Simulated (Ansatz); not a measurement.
```xyz
15

Al   -1.0254   -0.7165   -0.2236
O     0.4188   -0.3352   -1.1572
Al   -0.0857    1.2795   -1.7780
O    -1.6705    0.8749   -0.7436
O     0.7043    2.5682   -0.9627
F    -2.0186   -2.0105   -0.4982
H     0.9163   -0.9052    1.2218
N    -0.3446   -0.7897    1.5355
H     1.3468   -0.5601   -0.4036
O     1.9534   -0.8138    0.6017
H    -2.5598    1.2021   -0.8680
H     1.0400    3.3202   -1.4470
H    -0.6882   -1.5431    2.1194
H    -0.4245    0.0684    2.0710
H     2.4378   -1.6391    0.5321
```

A transition-state structure; geometry: PBE0-D4/def2-TZVP.

All numbers below come from Ansatz, UKS PBE0-D4/def2-TZVPP.

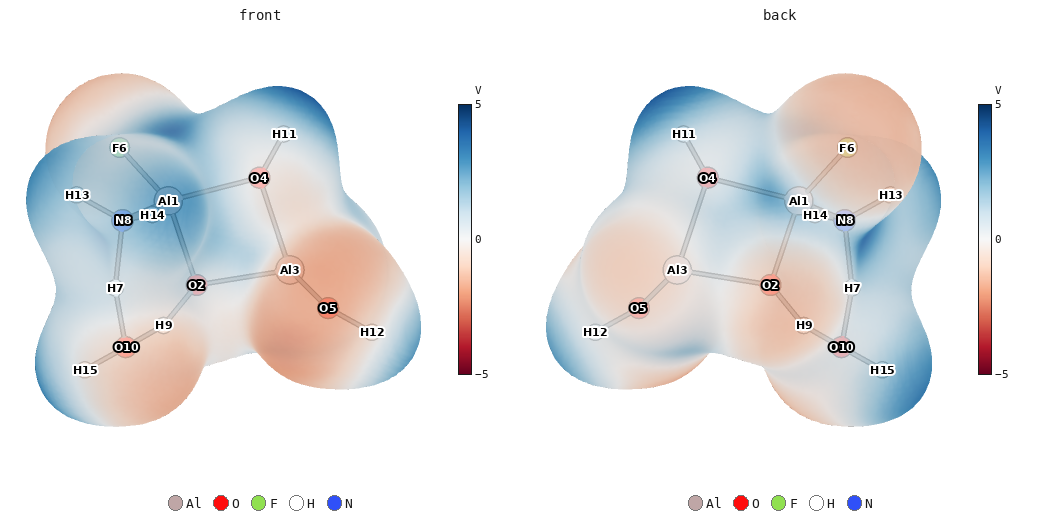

Al$_{2}$FH$_{7}$NO$_{4}$ (doublet). The electrostatic potential painted on the density surface at 0.004 e/bohr³, seen from the front and from behind; red is negative and blue positive.

Q: Which sites attract a positive test charge, and which a negative one?

A: A positive charge is drawn to the negative regions and a negative charge to the positive ones. The most negative region (about −2.1 V) lies over O5, the most positive (about +3.9 V) over H11. O5 is the likeliest acceptor of a hydrogen bond.
